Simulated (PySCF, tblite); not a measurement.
# C3H6O2SSi: geometry, infrared bands and NMR shifts

What infrared bands and NMR shifts should C3H6O2SSi (`OC[C@H]1[SiH2]OC1=S`) show?

The runs use tblite 0.8.0 and PySCF 2.14.0, with density-fitted response routines of our own; the level of theory stands in each step. All values are computed, except where a source is named. Atoms are numbered from 0 throughout.

## 1. The molecule as given

13 atoms, charge 0, multiplicity 1; geometry from: force field or distance geometry start.

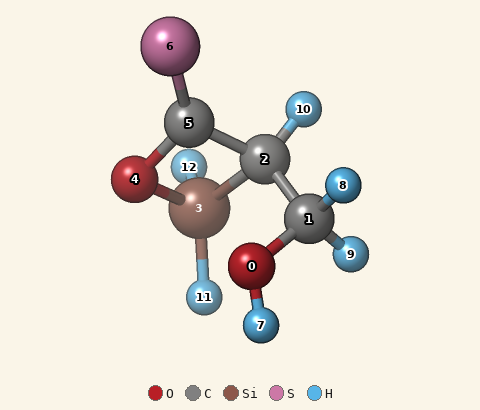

The starting geometry (oxygen red, carbon grey, silicon brown, sulfur pink, hydrogen blue), atoms numbered.

## 2. Optimising the geometry with GFN2-xTB

What the job is given:

```
{"job": {"kind": "relax", "xc": "GFN2-xTB", "basis": "xTB"}, "charge": 0, "multiplicity": 1}
O      1.466700     0.442700     0.876200
C      1.132800     0.494700    -0.470300
C     -0.327900     0.236000    -0.585800
Si    -0.828000    -1.411200     0.087900
O     -1.221900    -0.256200     1.326200
C     -1.193700     0.876400     0.471100
S     -1.877900     2.342800     0.671600
H      2.250100    -0.105800     1.095400
H      1.348500     1.529600    -0.815900
H      1.669300    -0.249300    -1.084400
H     -0.740900     0.495900    -1.569500
H      0.254000    -2.302900     0.526700
H     -1.935400    -2.092200    -0.547000
```

On the command line:

```bash
OMP_NUM_THREADS=1 python probes_run.py task.json out
```

The driver reads the jobs from task.json and runs them one after another.

Output:

```text
step      E/eV     max force
  0    -614.02243    3.130
  1    -614.27490    1.329
  2    -614.40165    0.994
  3    -614.47439    0.677
  4    -614.50598    0.426
  5    -614.52676    0.403
  6    -614.54594    0.391
  7    -614.56613    0.410
  8    -614.58404    0.400
  9    -614.59763    0.334
 10    -614.60980    0.350
 11    -614.62253    0.274
 12    -614.63546    0.384
 13    -614.64945    0.403
 14    -614.66566    0.419
 15    -614.68492    0.385
 16    -614.70610    0.407
 17    -614.72596    0.411
 18    -614.74251    0.338
 19    -614.75484    0.292
 20    -614.68017    2.337
 21    -614.76781    0.282
 22    -614.77415    0.237
 23    -614.78644    0.723
 24    -614.79326    0.123
 25    -614.79549    0.116
 26    -614.79972    0.178
 27    -614.80221    0.120
 28    -614.80749    0.137
 29    -614.80994    0.117
 30    -614.81215    0.105
 31    -614.81382    0.126
 32    -614.81545    0.095
 33    -614.81664    0.103
 34    -614.81763    0.085
 35    -614.81849    0.073
 36    -614.81940    0.083
 37    -614.82019    0.070
 38    -614.82064    0.042
 39    -614.82081    0.034
 40    -614.82089    0.026
 41    -614.82099    0.026
 42    -614.82112    0.026
 43    -614.82123    0.024
 44    -614.82129    0.022
 45    -614.82134    0.021
 46    -614.82140    0.020
 47    -614.82149    0.022
 48    -614.82159    0.025
 49    -614.82167    0.022
 50    -614.82175    0.026
 51    -614.82187    0.028
 52    -614.82204    0.027
 53    -614.82218    0.020
 54    -614.82224    0.016
 55    -614.82227    0.017
 56    -614.82231    0.017
 57    -614.82237    0.021
 58    -614.82245    0.024
 59    -614.82252    0.022
 60    -614.82256    0.016
 61    -614.82259    0.014
 62    -614.82261    0.014
 63    -614.82264    0.013
 64    -614.82267    0.013
 65    -614.82269    0.008
```

Run time: 0.42 s. Hardware: 1 thread of Arm Neoverse V1, shared host.

Step by step: (not every step is listed)

```tsv
step	energy from step 0 (eV)	largest force (eV/Å)
0	0.0000	3.1300
1	-0.2525	1.3291
2	-0.3792	0.9940
3	-0.4520	0.6772
4	-0.4836	0.4255
5	-0.5043	0.4032
6	-0.5235	0.3909
7	-0.5437	0.4098
8	-0.5616	0.3999
13	-0.6270	0.4028
18	-0.7201	0.3375
23	-0.7640	0.7233
28	-0.7851	0.1366
33	-0.7942	0.1035
38	-0.7982	0.0419
43	-0.7988	0.0245
48	-0.7992	0.0252
53	-0.7998	0.0196
58	-0.8000	0.0244
60	-0.8001	0.0159
61	-0.8002	0.0140
62	-0.8002	0.0137
63	-0.8002	0.0131
64	-0.8002	0.0131
65	-0.8003	0.0081
```

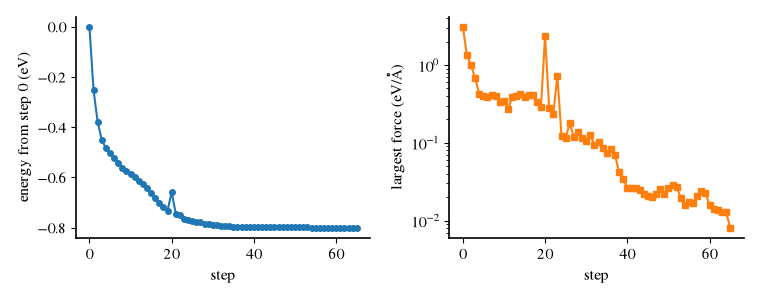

Energy and largest force along the relaxation.

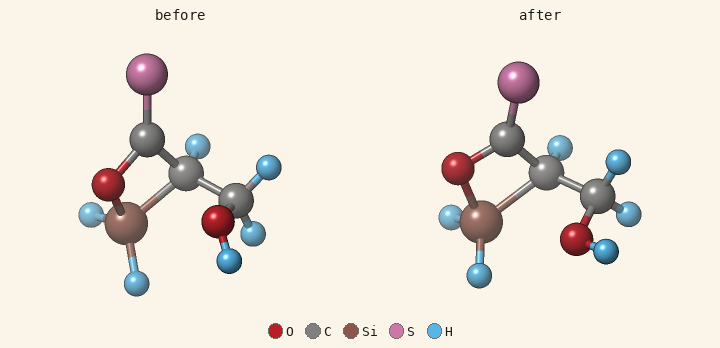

Before and after, at one scale.

Close pairs (by a distance rule), those that changed most:

```tsv
bond	before (Å)	after (Å)	change (Å)
O4–C5	1.419	1.342	-0.077
C2–Si3	1.849	1.923	+0.074
Si3–O4	1.739	1.701	-0.037
C1–C2	1.488	1.516	+0.028
Si3–H11	1.469	1.444	-0.026
C5–S6	1.631	1.607	-0.024
O0–C1	1.388	1.411	+0.023
O0–H7	0.981	0.962	-0.019
```

The final coordinates are the input of the step that follows.

## 3. Harmonic vibrations with GFN2-xTB

What the job is given:

```
{"job": {"kind": "ir", "xc": "GFN2-xTB", "basis": "xTB"}, "charge": 0, "multiplicity": 1}
O      1.589296    -0.117013     0.671155
C      1.135171     0.536700    -0.494466
C     -0.326227     0.163882    -0.649084
Si    -0.889901    -1.465711     0.201258
O     -1.700627    -0.258088     1.083401
C     -1.192577     0.788772     0.413886
S     -1.471978     2.333358     0.757120
H      2.467145     0.199109     0.906980
H      1.233563     1.627030    -0.399956
H      1.710357     0.201533    -1.369942
H     -0.677889     0.394899    -1.653657
H      0.001930    -2.191515     1.073996
H     -1.882653    -2.212470    -0.558419
```

Output:

```text
mode    cm-1     km/mol
  1      68.6      3.38
  2      86.4      1.39
  3     154.3     11.53
  4     198.1     24.05
  5     256.6    114.81
  6     330.7      1.70
  7     408.8     14.63
  8     446.3     24.29
  9     470.4      9.69
 10     551.4     43.64
 11     618.2     54.33
 12     627.7    139.76
 13     683.6     49.13
 14     743.7    254.12
 15     760.8    155.69
 16     818.6     48.03
 17     971.6     14.57
 18     999.8      8.92
 19    1081.2      3.91
 20    1116.1    173.88
 21    1133.6     64.91
 22    1160.9     20.94
 23    1221.8     37.07
 24    1256.5    144.21
 25    1320.2    201.99
 26    1351.3     26.27
 27    1475.8      3.35
 28    2336.1    285.76
 29    2448.0    191.52
 30    2866.7     66.59
 31    2898.1     43.49
 32    2978.3     14.15
 33    3561.0     11.26
```

Run time: 0.42 s. Hardware: 1 thread of Arm Neoverse V1, shared host.

The strongest bands and the atoms that carry them (share of the mass-weighted mode):

```tsv
cm⁻¹	km/mol	atoms
628	139.8	H12 27 %, Si3 18 %, H11 16 %, O4 10 %
744	254.1	O4 45 %, Si3 18 %, S6 11 %, C2 10 %
761	155.7	H11 47 %, H12 44 %
1116	173.9	C1 23 %, C2 20 %, C5 17 %, O0 14 %
1256	144.2	C2 27 %, H7 21 %, H10 19 %, C1 10 %
1320	202.0	C5 65 %, C2 12 %
2336	285.8	H12 97 %
2448	191.5	H11 97 %
```

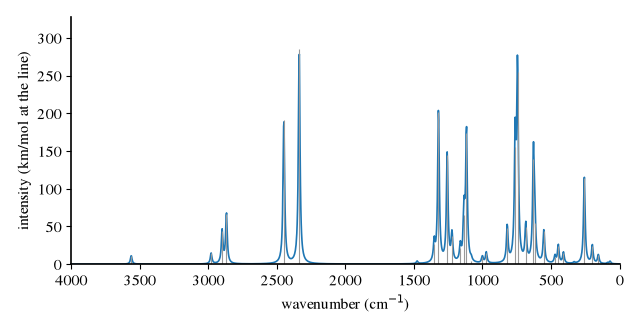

The infrared spectrum from these modes, unscaled. Lines are broadened to a width of 14 cm⁻¹ (Lorentzian).

## 4. NMR shieldings: PBE0/pcSseg-1

Settings changed since step 3:

```diff
@@ -1,2 +1,2 @@
-{"job": {"kind": "ir", "xc": "GFN2-xTB", "basis": "xTB"}, "charge": 0, "multiplicity": 1}
+{"job": {"kind": "nmr", "xc": "PBE0", "basis": "pcSseg-1"}, "charge": 0, "multiplicity": 1}
 O      1.589296    -0.117013     0.671155
```

With the program's defaults for keys left out, this is: GIAO PBE0/pcSseg-1 NMR shielding, non-relativistic, gas phase.

Output:

```text
coarse grid: 12400 points
cycle   1  E = -955.2314776228  dE =  1.189e+00  |g| = 8.579e-01  |ddm| = 3.474e+00
cycle   2  E = -955.0425685583  dE =  1.889e-01  |g| = 1.341e+00  |ddm| = 1.839e+00
cycle   3  E = -955.3694499876  dE = -3.269e-01  |g| = 1.436e-01  |ddm| = 1.197e+00
cycle   4  E = -955.3733763082  dE = -3.926e-03  |g| = 6.196e-02  |ddm| = 1.770e-01
cycle   5  E = -955.3740899754  dE = -7.137e-04  |g| = 1.838e-02  |ddm| = 5.999e-02
cycle   6  E = -955.3741529869  dE = -6.301e-05  |g| = 6.951e-03  |ddm| = 2.459e-02
cycle   7  E = -955.3741639648  dE = -1.098e-05  |g| = 2.834e-03  |ddm| = 9.533e-03
cycle   8  E = -955.3741659414  dE = -1.977e-06  |g| = 3.374e-04  |ddm| = 3.398e-03
final grid: 111944 points
cycle   9  E = -955.4373332934  dE = -1.917e-05  |g| = 1.211e-02  |ddm| = 2.429e-02
cycle  10  E = -955.4372826481  dE =  5.065e-05  |g| = 1.974e-02  |ddm| = 2.430e-02
cycle  11  E = -955.4373610352  dE = -7.839e-05  |g| = 1.582e-03  |ddm| = 1.660e-02
cycle  12  E = -955.4373616040  dE = -5.688e-07  |g| = 4.112e-04  |ddm| = 1.719e-03
cycle  13  E = -955.4373616346  dE = -3.062e-08  |g| = 1.766e-04  |ddm| = 5.406e-04
cycle  14  E = -955.4373616417  dE = -7.082e-09  |g| = 5.709e-05  |ddm| = 2.270e-04
cycle  15  E = -955.4373616424  dE = -6.767e-10  |g| = 1.358e-05  |ddm| = 6.148e-05
converged SCF energy = -955.4373616424

GIAO shielding tensors (ppm)
atom      isotropic    diamagn.    paramagn.     s11        s22        s33       span
  0 O      298.262     390.035     -91.773    240.993    277.067    376.728    135.735
  1 C      118.866     240.601    -121.735    101.485    105.905    149.209     47.724
  2 C      125.888     253.061    -127.173    105.427    121.265    150.972     45.545
  3 Si     346.335     878.677    -532.341    298.137    338.525    402.344    104.208
  4 O        6.270     397.284    -391.014   -254.191     55.294    217.706    471.896
  5 C      -48.644     258.973    -307.617   -224.321     13.735     64.655    288.976
  6 S       86.261    1056.990    -970.730   -311.071     -2.589    572.442    883.512
  7 H       30.789      30.794      -0.006     20.821     26.536     45.009     24.188
  8 H       26.952      28.922      -1.970     23.620     25.907     31.329      7.709
  9 H       27.603      28.827      -1.224     22.985     26.914     32.910      9.924
 10 H       28.657      30.894      -2.238     26.698     27.091     32.181      5.484
 11 H       25.943      28.684      -2.741     22.602     25.602     29.625      7.023
 12 H       26.238      28.641      -2.403     23.512     24.343     30.857      7.345
```

Wall time 26 s (1 thread of Arm Neoverse V1, shared host); peak memory 0.74 GiB.

The references, computed at this level on geometries of the same kind, shield at (ppm): 1H TMS 31.72, 13C TMS 186.9, 29Si TMS 349.2, 17O H2O 336.1, 33S CS2 504. Their shielding less the atom's gives the shift. The references are single molecules in the gas phase, so shifts against H2O, NH3, PH3, H3PO4 or CFCl3 are not on the usual liquid scales and can be off by tens of ppm.

```tsv
atoms	environment	σ (ppm)	δ (ppm)	δ scaled to CDCl3
C5	thiocarbonyl carbon	-48.6	235.6	223.6
C1	sp3 CH2 bonded to O	118.9	68.1	64.5
C2	sp3 CH bonded to Si	125.9	61.0	57.7
H11	hydrogen on a silicon bonded to C, O, in a 4-membered ring	25.94	5.77	–
H12	hydrogen on a silicon bonded to C, O, in a 4-membered ring	26.24	5.48	–
H8	hydrogen on an sp3 CH2 bonded to O	26.95	4.76	4.60
H9	hydrogen on an sp3 CH2 bonded to O	27.60	4.11	3.98
H10	hydrogen on an sp3 CH bonded to Si	28.66	3.06	2.99
H7	hydrogen on an alcohol oxygen	30.79	0.93	–
O4	oxygen bound to a thiocarbonyl carbon	6.3	329.8	–
O0	alcohol oxygen	298.3	37.8	–
Si3	silicon bonded to C, O, 2 H, in a 4-membered ring	346.3	2.8	–
S6	thione sulfur	86	417	–
```

The scaled column applies a straight-line fit of computed shieldings to shifts measured in CDCl3, with any fitted terms for Cl, Br or S neighbours (root-mean-square error 0.16 ppm for H, 1.9 ppm for C).

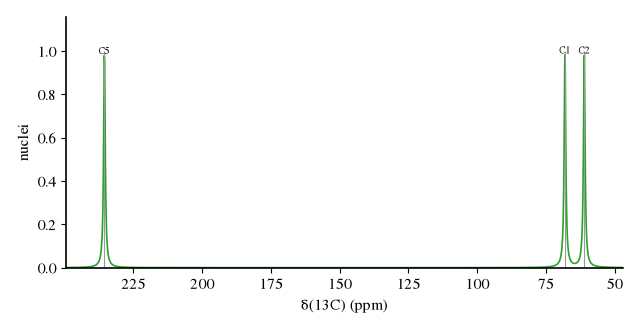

13C lines at the computed shifts, without couplings. Lines are broadened to a width of 0.70 ppm (Lorentzian).

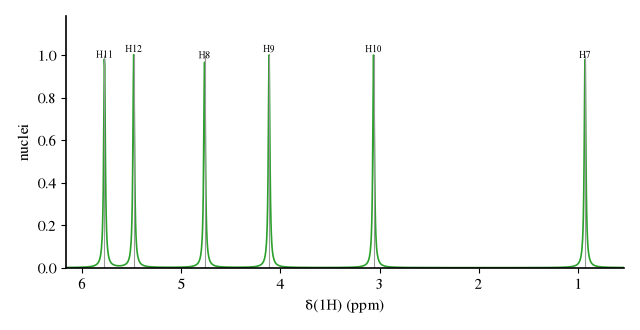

1H lines at the computed shifts, without couplings. Lines are broadened to a width of 0.02 ppm (Lorentzian).

Charges from the same density, by scheme (e):

```tsv
atoms	Mulliken	IAO	Hirshfeld	ESP fit
O0	-0.46	-0.55	-0.21	-0.54
C1	0.12	-0.04	0.00	0.06
C2	-0.55	-0.42	-0.13	-0.45
Si3	0.82	0.97	0.43	0.81
O4	-0.48	-0.54	-0.19	-0.40
C5	0.18	0.14	0.09	0.28
S6	-0.11	-0.13	-0.18	-0.24
```

IAO charges:

O0 -0.55; C1 -0.04; C2 -0.42; Si3 0.97; O4 -0.54; C5 0.14; S6 -0.13; H7 0.36; H8 0.14; H9 0.12; H10 0.17; H11 -0.10; H12 -0.13

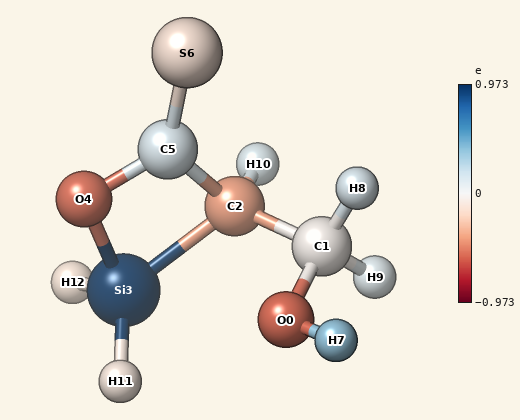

IAO charges, as colours on the atoms.

Mayer bond orders: O0–C1 0.96, C1–C2 1.01, C2–Si3 0.90, Si3–O4 0.88, O4–C5 1.05, C5–S6 1.80, C5–C2 0.86.

Ring of atoms C2, Si3, O4, C5: NICS(0) 0.5, NICS(1) -2.2, NICS(1)zz -0.1 ppm (means of both faces).

The fields below are evaluated on a grid from the run's orbitals.

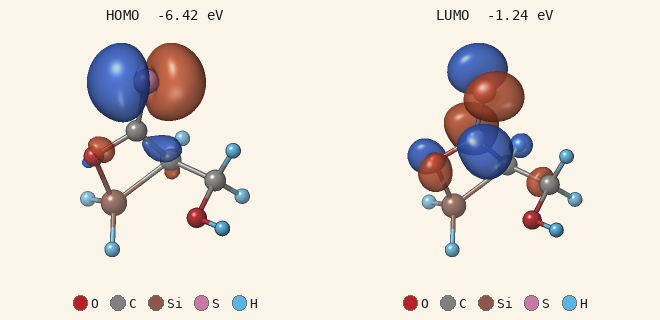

Frontier orbitals at PBE0/pcSseg-1; each surface holds 70 % of the orbital's density, blue and red mark the sign.

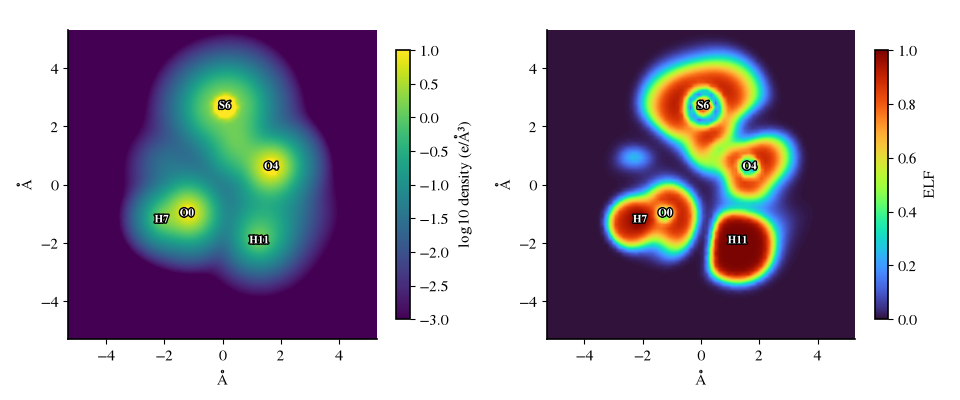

Density (left) and ELF (right) in a plane through or near 5 of the atoms.

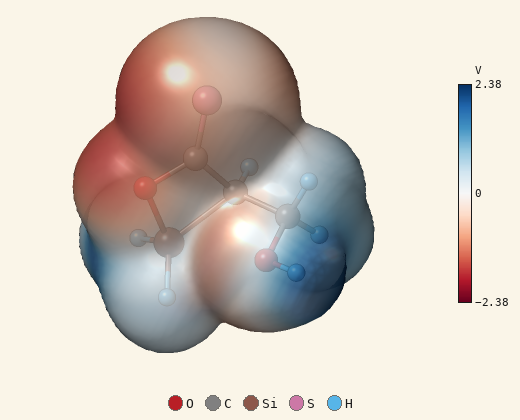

Electrostatic potential on the surface of density 0.002 e/bohr³; red is low, blue high. It runs from -1.56 V near O4 to 2.38 V near H7.

## 5. Results

```
                                 quantity                                   value
strongest single infrared mode (GFN2-xTB)                   2336 cm⁻¹, 286 km/mol
             zero-point energy (GFN2-xTB)                           53.5 kcal/mol
   13C shifts against TMS (PBE0/pcSseg-1)                   235.6, 68.1, 61.0 ppm
    1H shifts against TMS (PBE0/pcSseg-1)  5.77, 5.48, 4.76, 4.11, 3.06, 0.93 ppm
   17O shifts against H2O (PBE0/pcSseg-1)                         329.8, 37.8 ppm
  29Si shifts against TMS (PBE0/pcSseg-1)                                 2.8 ppm
   33S shifts against CS2 (PBE0/pcSseg-1)                                 417 ppm
    surface potential, least and greatest                      -1.56 V and 2.38 V
```

Over 65 steps the energy fell by 0.800 eV; of the close pairs, O4–C5 changed most, 1.419 to 1.342 Å. No mode is imaginary among the 33: a minimum at this level. The strongest single mode, at 2336 cm⁻¹, moves mainly H12. GFN2-xTB is a fitted tight-binding method: band positions and strengths are rough. Its intensities can rank the bands wrongly. The most deshielded carbon is C5 (thiocarbonyl carbon), at 235.6 ppm: low-lying n→π* states of the double bond to the heteroatom give a large paramagnetic term (-308 ppm). At PBE0/pcSseg-1: Shielding is most anisotropic at S6 (span 884 ppm, paramagnetic term -971 ppm). At PBE0/pcSseg-1, counted by nearest atom on the grid, the HOMO lies on S6 81 %, the LUMO on C5 42 %; S6 32 %.
